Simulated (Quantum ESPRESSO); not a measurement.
# Collinear magnetic orders of MnCO3 (Rhodochrosite) with Quantum ESPRESSO

Does MnCO3 (Rhodochrosite) prefer parallel or opposed moments?

Method: LDA; plane waves with GBRV 1.5 LDA potentials, no spin-orbit coupling, in Quantum ESPRESSO 7.5.

### 1. The structure

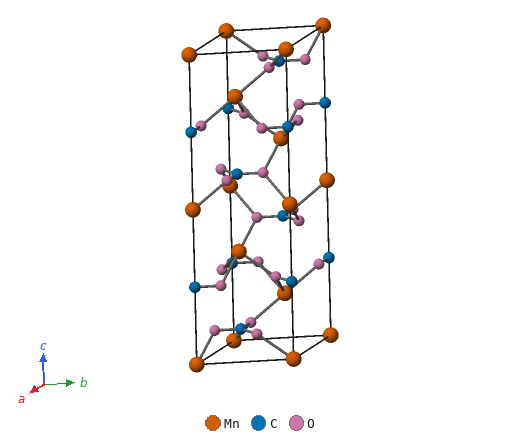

The cell as given, slightly off an axis (manganese orange, carbon blue, oxygen pink). This picture shows the conventional cell, with its axes. Bonds to atoms that aren't drawn are left out. Some periodic images of atoms are drawn too.

The cell comes from the Crystallography Open Database.

### 2. Start 1: ferro ++

The signs are those of the starting moments on the seeded atoms, the atoms that are given a moment.

File pw.in:

```
&CONTROL
  calculation = 'scf'
  prefix = 'pwscf'
  outdir = './tmp'
  pseudo_dir = './pseudo'
  disk_io = 'nowf'
/
&SYSTEM
  ibrav = 0
  celldm(1) = 8
  nat = 10
  ntyp = 3
  ecutwfc = 40
  ecutrho = 280
  nbnd = 55
  occupations = 'smearing'
  smearing = 'fd'
  degauss = 0.00367493
  nspin = 2
  starting_magnetization(1) = 0.3
  starting_magnetization(2) = 0
  starting_magnetization(3) = 0
/
&ELECTRONS
  conv_thr = 2d-08
  electron_maxstep = 150
  mixing_beta = 0.3
/
ATOMIC_SPECIES
Mn     54.9380 mn_lda_v1.5.uspp.F.UPF
C      12.0110 c_lda_v1.2.uspp.F.UPF
O      15.9990 o_lda_v1.2.uspp.F.UPF
CELL_PARAMETERS alat
   0.5637289245524    0.3254690463354    1.2316290017248
  -0.5637289245524    0.3254690463354    1.2316290017248
   0.0000000000000   -0.6509380926707    1.2316290017248
ATOMIC_POSITIONS crystal
Mn      0.0000000000    0.0000000000    0.0000000000
Mn      0.5000000000    0.5000000000    0.5000000000
C       0.2500000000    0.2500000000    0.2500000000
C       0.7500000000    0.7500000000    0.7500000000
O       0.5195000000    0.9805000000    0.2500000000
O       0.2500000000    0.5195000000    0.9805000000
O       0.9805000000    0.2500000000    0.5195000000
O       0.4805000000    0.0195000000    0.7500000000
O       0.7500000000    0.4805000000    0.0195000000
O       0.0195000000    0.7500000000    0.4805000000
K_POINTS automatic
6 6 6 0 0 0
```

Launch:

```console
OMP_NUM_THREADS=1 mpirun -n 4 pw.x -nk 4 -in pw.in > pw.out
```

The log of the run:

```text
Program PWSCF v.7.5 starts

     Message from routine setup:
     using ibrav=0 with symmetry is DISCOURAGED, use correct ibrav instead

     K-points division:     npool     =       4
     Subspace diagonalization in iterative solution of the eigenvalue problem:

     G-vector sticks info
     --------------------
     sticks:   dense  smooth     PW     G-vecs:    dense   smooth      PW
     Sum        2051    1175    361                54851    23739    4023

     Using Slab Decomposition

     bravais-lattice index     =            0
     lattice parameter (alat)  =       8.0000  a.u.
     unit-cell volume          =     694.1944 (a.u.)^3
     number of atoms/cell      =           10
     number of atomic types    =            3
     number of electrons       =        74.00
     number of Kohn-Sham states=           55
     kinetic-energy cutoff     =      40.0000  Ry
     charge density cutoff     =     280.0000  Ry
     scf convergence threshold =      2.0E-08
     mixing beta               =       0.3000
     number of iterations used =            8  plain     mixing
     Exchange-correlation= SLA  PZ   NOGX NOGC
                           (   1   1   0   0   0   0   0)

     celldm(1)=   8.000000  celldm(2)=   0.000000  celldm(3)=   0.000000
     celldm(4)=   0.000000  celldm(5)=   0.000000  celldm(6)=   0.000000

     crystal axes: (cart. coord. in units of alat)
               a(1) = (   0.563729   0.325469   1.231629 )
               a(2) = (  -0.563729   0.325469   1.231629 )
               a(3) = (   0.000000  -0.650938   1.231629 )

     reciprocal axes: (cart. coord. in units 2 pi/alat)
               b(1) = (  0.886951  0.512081  0.270644 )
               b(2) = ( -0.886951  0.512081  0.270644 )
               b(3) = (  0.000000 -1.024163  0.270644 )

     PseudoPot. # 1 for Mn read from file:
     mn_lda_v1.5.uspp.F.UPF
     Pseudo is Ultrasoft + core correction, Zval = 15.0
     Generated by new atomic code, or converted to UPF format
     Using radial grid of  859 points,  6 beta functions with:
                l(1) =   0
                l(2) =   0
                l(3) =   1
                l(4) =   1
                l(5) =   2
                l(6) =   2
     Q(r) pseudized with  8 coefficients,  rinner =    0.950   0.950   0.950
                                                       0.950   0.950

     PseudoPot. # 2 for C  read from file:
     c_lda_v1.2.uspp.F.UPF
     Pseudo is Ultrasoft + core correction, Zval =  4.0
     Generated by new atomic code, or converted to UPF format
     Using radial grid of  721 points,  4 beta functions with:
                l(1) =   0
                l(2) =   0
                l(3) =   1
                l(4) =   1
     Q(r) pseudized with  8 coefficients,  rinner =    1.100   1.100   1.100

     PseudoPot. # 3 for O  read from file:
     o_lda_v1.2.uspp.F.UPF
     Pseudo is Ultrasoft + core correction, Zval =  6.0
     Generated by new atomic code, or converted to UPF format
     Using radial grid of  737 points,  5 beta functions with:
                l(1) =   0
                l(2) =   0
                l(3) =   1
                l(4) =   1
                l(5) =   2
     Q(r) pseudized with  8 coefficients,  rinner =    0.900   0.900   0.900
                                                       0.900   0.900

     atomic species   valence    mass     pseudopotential
     Mn               15.00    54.93800     Mn( 1.00)
     C                 4.00    12.01100     C ( 1.00)
     O                 6.00    15.99900     O ( 1.00)

     Starting magnetic structure
     atomic species   magnetization
     Mn              0.300
     C               0.000
     O               0.000

     12 Sym. Ops., with inversion, found ( 6 have fractional translation)

   Cartesian axes

     site n.     atom                  positions (alat units)
         1        Mn     tau(   1) = (   0.0000000   0.0000000   0.0000000  )
         2        Mn     tau(   2) = (   0.0000000   0.0000000   1.8474435  )
         3        C      tau(   3) = (   0.0000000   0.0000000   0.9237218  )
         4        C      tau(   4) = (   0.0000000   0.0000000   2.7711653  )
         5        O      tau(   5) = (  -0.2598790   0.3254690   2.1553508  )
         6        O      tau(   6) = (  -0.1519249  -0.3877964   2.1553508  )
         7        O      tau(   7) = (   0.4118040   0.0623273   2.1553508  )
         8        O      tau(   8) = (   0.2598790  -0.3254690   1.5395363  )
         9        O      tau(   9) = (   0.1519249   0.3877964   1.5395363  )
        10        O      tau(  10) = (  -0.4118040  -0.0623273   1.5395363  )

     number of k points=    32  Fermi-Dirac smearing, width (Ry)=  0.0037
                       cart. coord. in units 2pi/alat
        k(    1) = (   0.0000000   0.0000000   0.0000000), wk =   0.0046296
        k(    2) = (   0.0000000  -0.1706938   0.0451074), wk =   0.0277778
        k(    3) = (   0.0000000  -0.3413876   0.0902148), wk =   0.0277778
        k(    4) = (   0.0000000   0.5120815  -0.1353221), wk =   0.0138889
        k(    5) = (  -0.1478252  -0.0853469   0.0902148), wk =   0.0277778
        [... 27 further k-points ...]

     Dense  grid:    54851 G-vectors     FFT dimensions: (  60,  60,  60)

     Smooth grid:    23739 G-vectors     FFT dimensions: (  48,  48,  48)

     Check: negative core charge=   -0.000031
     Generating pointlists ...
     new r_m :   0.2137 (alat units)  1.7092 (a.u.) for type    1
     new r_m :   0.1253 (alat units)  1.0027 (a.u.) for type    2
     new r_m :   0.1253 (alat units)  1.0027 (a.u.) for type    3

     Initial potential from superposition of free atoms

     starting charge      72.9998, renormalised to      74.0000
     Starting wfcs are   58 randomized atomic wfcs

     Self-consistent Calculation

     iteration #  1     ecut=    40.00 Ry     beta= 0.30
     Davidson diagonalization with overlap
     ethr =  1.00E-02,  avg # of iterations =  5.3

     total energy              =    -639.07507666 Ry
     estimated scf accuracy    <       1.19863601 Ry

     total magnetization       =    10.00 Bohr mag/cell
     absolute magnetization    =    10.00 Bohr mag/cell

     iteration #  2     ecut=    40.00 Ry     beta= 0.30
     Davidson diagonalization with overlap
     ethr =  1.62E-03,  avg # of iterations =  2.2

     total energy              =    -639.24616637 Ry
     estimated scf accuracy    <       0.09052092 Ry

     total magnetization       =    10.00 Bohr mag/cell
     absolute magnetization    =    10.00 Bohr mag/cell

     iteration #  3     ecut=    40.00 Ry     beta= 0.30
     Davidson diagonalization with overlap
     ethr =  1.22E-04,  avg # of iterations =  7.6

     negative rho (up, down):  0.000E+00 3.738E-04

     total energy              =    -639.25065664 Ry
     estimated scf accuracy    <       0.03387274 Ry

     total magnetization       =    10.00 Bohr mag/cell
     absolute magnetization    =    10.00 Bohr mag/cell

     [... further iterations left out ...]

     iteration #  8     ecut=    40.00 Ry     beta= 0.30
     Davidson diagonalization with overlap
     ethr =  2.43E-08,  avg # of iterations =  1.5

     negative rho (up, down):  0.000E+00 6.329E-04

     total energy              =    -639.25248110 Ry
     estimated scf accuracy    <       0.00000134 Ry

     total magnetization       =    10.00 Bohr mag/cell
     absolute magnetization    =    10.00 Bohr mag/cell

     iteration #  9     ecut=    40.00 Ry     beta= 0.30
     Davidson diagonalization with overlap
     ethr =  1.81E-09,  avg # of iterations =  2.5

     negative rho (up, down):  0.000E+00 6.328E-04

     total energy              =    -639.25248152 Ry
     estimated scf accuracy    <       0.00000040 Ry

     total magnetization       =    10.00 Bohr mag/cell
     absolute magnetization    =    10.00 Bohr mag/cell

     iteration # 10     ecut=    40.00 Ry     beta= 0.30
     Davidson diagonalization with overlap
     ethr =  5.43E-10,  avg # of iterations =  2.0

     negative rho (up, down):  0.000E+00 6.325E-04

     total energy              =    -639.25248163 Ry
     estimated scf accuracy    <       0.00000002 Ry

     total magnetization       =    10.00 Bohr mag/cell
     absolute magnetization    =    10.00 Bohr mag/cell

     iteration # 11     ecut=    40.00 Ry     beta= 0.30
     Davidson diagonalization with overlap
     ethr =  3.16E-11,  avg # of iterations =  2.0

     negative rho (up, down):  0.000E+00 6.322E-04

     Magnetic moment per site  (integrated on atomic sphere of radius R)
     atom   1 (R=0.214)  charge= 12.5048  magn=  4.1758
     atom   2 (R=0.214)  charge= 12.5048  magn=  4.1758
     atom   3 (R=0.125)  charge=  1.3087  magn=  0.0208
     atom   4 (R=0.125)  charge=  1.3087  magn=  0.0208
     atom   5 (R=0.125)  charge=  3.2950  magn=  0.0512
     atom   6 (R=0.125)  charge=  3.2950  magn=  0.0512
     atom   7 (R=0.125)  charge=  3.2950  magn=  0.0512
     atom   8 (R=0.125)  charge=  3.2950  magn=  0.0512
     atom   9 (R=0.125)  charge=  3.2950  magn=  0.0512
     atom  10 (R=0.125)  charge=  3.2950  magn=  0.0512

     End of self-consistent calculation

     [... lines left out ...]
     the Fermi energy is     8.8542 ev

!    total energy              =    -639.25248165 Ry
     estimated scf accuracy    <          7.1E-09 Ry
     smearing contrib. (-TS)   =      -0.00000001 Ry
     internal energy E=F+TS    =    -639.25248164 Ry

     The total energy is F=E-TS. E is the sum of the following terms:
     one-electron contribution =    -329.44083630 Ry
     hartree contribution      =     199.12901485 Ry
     xc contribution           =    -103.23631484 Ry
     ewald contribution        =    -405.70434535 Ry

     total magnetization       =    10.00 Bohr mag/cell
     absolute magnetization    =    10.00 Bohr mag/cell

     convergence has been achieved in  11 iterations

=------------------------------------------------------------------------------=
   JOB DONE.
=------------------------------------------------------------------------------=
```

Run time: 75 s. Hardware: 4 MPI ranks of Arm Neoverse V2, shared host; peak memory 0.65 GiB; 5 min of CPU time.

Spin moment in the atom's sphere by atom:

```tsv
atom	spin moment in the atom's sphere (μB)
Mn1	4.18
Mn2	4.18
C3	0.02
C4	0.02
O5	0.05
O6	0.05
O7	0.05
O8	0.05
O9	0.05
O10	0.05
```

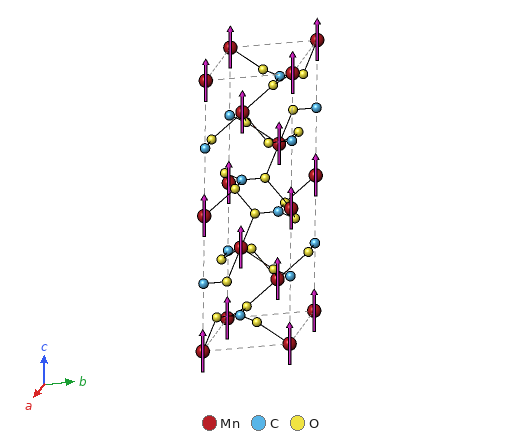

Spin moment in the atom's sphere as arrows, the longest 4.18 μB. Up and down stand for the sign. Arrows give size and sign along the axis of quantisation, drawn up and down the page. Bonds to atoms that aren't drawn are left out. Some periodic images of atoms are drawn too.

This step gave:

```
smearing term TS       : 9.74e-8 eV
magnetization          : 10 μB
absolute magnetization : 10 μB
final state            : ferromagnetic
```

(Continued in part 2 of 2.)

[Logs and program files are shortened in this print: banners, set-up blocks, solver, clock and traceback lines can be left out without a mark of their own.]

[Logs are printed without paths, hosts, clocks, repeated set-up lines and the standing remarks that a program may print on its own settings, such as how far it seeks lower states.]

[Hosts, paths, dates, database ids (printed as entryN), source tags and the programs' standing remarks are cut or masked in the printed files.]

[Where a cell is said to come from a database of computed structures, the database is the Materials Project.]
